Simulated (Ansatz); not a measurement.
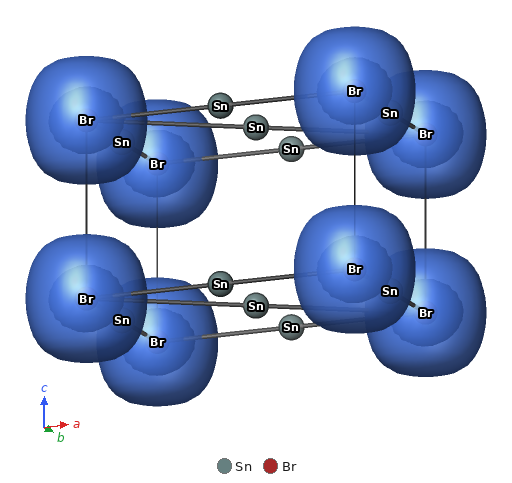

Figure. Sn3Br. Isosurface of the electron localisation function at 0.75 (blue), seen at an oblique angle. Only the valence region is drawn (cores and ρ < 0.01 e/Å³ removed). Sticks mark near contacts.

Space group P6/mmm; a structure generated by program, which may or may not match a known phase; computed without spin polarisation.

The calculation used Ansatz, DFT PBE, scalar-relativistic, plane waves, PAW.

Question: Identify the bonds, lone pairs and shells in this picture.

Answer: At this value the surface marks out one region wrapped around Br (its valence shell), counted in one cell of 4 atoms. Regions shared between cells count once. Profiles from the grid: Sn–Br (3.24 Å): the ELF is about 0.20 at the midpoint (no shared electron pair shows on this line).
